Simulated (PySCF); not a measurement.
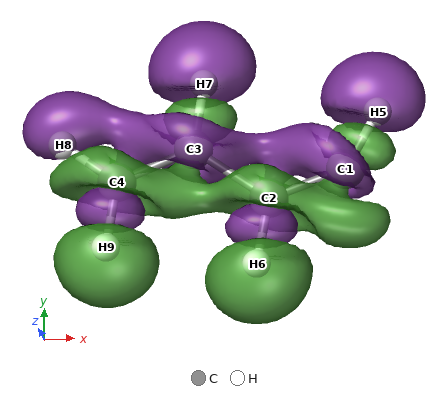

Figure. C4H5, doublet, SMILES `[CH]=CC=C`. Change of the electron density in a uniform field of 0.51 V/Å, surfaces at ±0.003 e/Å³ (purple: gain, green: loss).

Computed with PySCF, ωB97X/6-311+G**, geometry: GFN2-xTB. No frequency check shows the geometry to be a minimum. The basis has diffuse s and p functions alone, which still leaves polarisabilities too small, most of all across bonds. The stability of the open-shell solution wasn't checked. GFN2-xTB doesn't know the spin state, so this open-shell geometry is rough.

Along which Cartesian direction does the field point?

Answer. Along −y: electrons gather on the +y side, against the field.

What dipole is induced, and what polarisability does it imply?

Answer. The induced dipole is 1.03 D (+1.01 D along the field); α along this axis, from the fields in both directions, is 40 bohr³ (5.9 Å³).

Which atoms gain and lose the most charge?

Answer. Electrons gather most on H7 (Hirshfeld charge changes by −0.020 e) and leave H6 most (+0.019 e); 0.108 electrons are displaced in all.
